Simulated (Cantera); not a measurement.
Input: 1 mol CaO, a varied amount of Cl₂, 16 mol N₂, at 1748.15 K and 0.110 bar.

Method: chemical equilibrium by Gibbs-energy minimisation in Cantera with the NASA 1993 tables (ideal gas, pure condensed phases). Candidate condensed phases: Ca, CaCl₂, CaO; 17 gas species. Kinetics and transport are ignored.

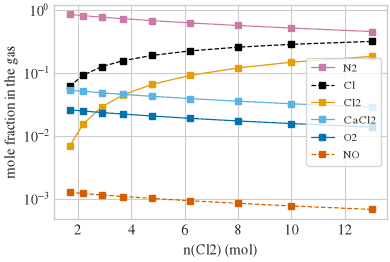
Fig. 1. Equilibrium gas composition (values under 1e-9 drawn at 1e-9)

Question: Read off the mole fractions at 13 mol Cl₂.

Answer: N₂ about 0.46, Cl about 0.32, Cl₂ about 0.18, CaCl₂ about 0.029, O₂ about 0.014, NO about 0.00068.
